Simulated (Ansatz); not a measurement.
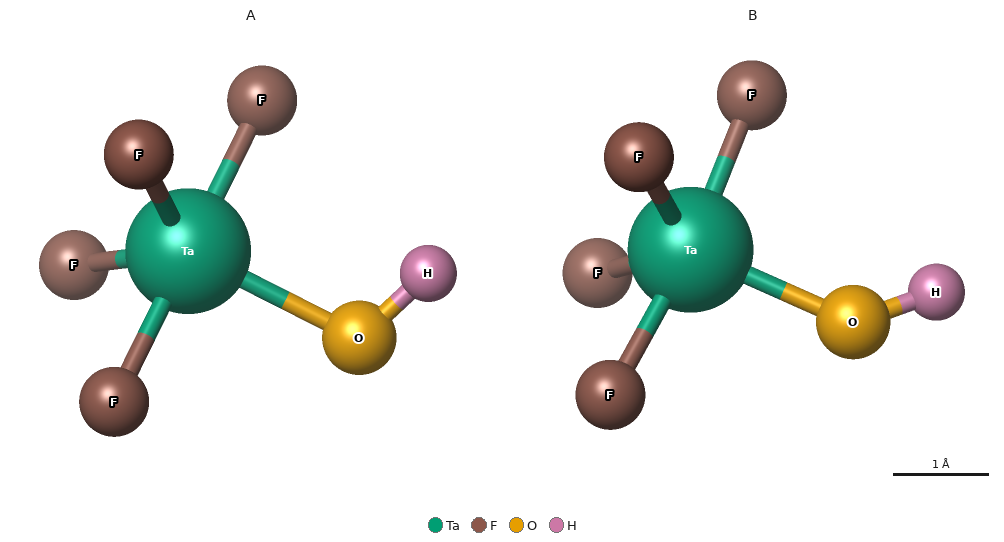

Two geometries of TaHOF4, drawn at one scale. One is the start of a relaxation, the other its converged end. The picture is a ball-and-stick view, seen at a tilt.

All numbers below come from RKS r2SCAN-D4/def2-SVP in Ansatz. Set-up: no spin polarisation; force threshold 0.02 eV/Å; at most 40 steps.

> Which geometry has the lower energy?

Structure B is the relaxed one. The run prepares the start of a later molecular dynamics calculation, from a guessed geometry. The H atom moves most after the best rigid fit: 0.35 Å. Largest moves by element: H 0.35 Å, O 0.25 Å, F 0.24 Å, Ta 0.05 Å. Near-neighbour distances that change, for instance: O–Ta 2.020 → 1.875 Å, F–Ta 1.930 → 1.872 Å, H–O 1.010 → 0.966 Å, F–Ta 1.930 → 1.898 Å. Bond angles that change, for instance: Ta–O–H 109.5° → 133.4°, F–Ta–F 180.0° → 173.3°, F–Ta–F 120.0° → 126.3°. Groups turn about O–Ta by about 35°. After 7 geometry steps the energy has fallen by 12.0 kcal/mol. The largest force component goes from 2.7 to 0.016 eV/Å.
